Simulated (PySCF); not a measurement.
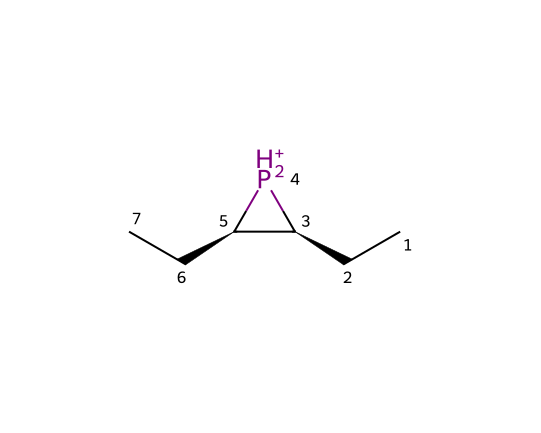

A structural formula, with wedges where it has stereocentres; small numbers name the atoms. The configuration is that of a computed structure (PBE0-D3(BJ)/def2-SVP).

**Give the R/S and E/Z labels.**

C3: S; C5: R.

**Give a SMILES with the stereochemistry.**

CC[C@@H]1[PH2+][C@@H]1CC
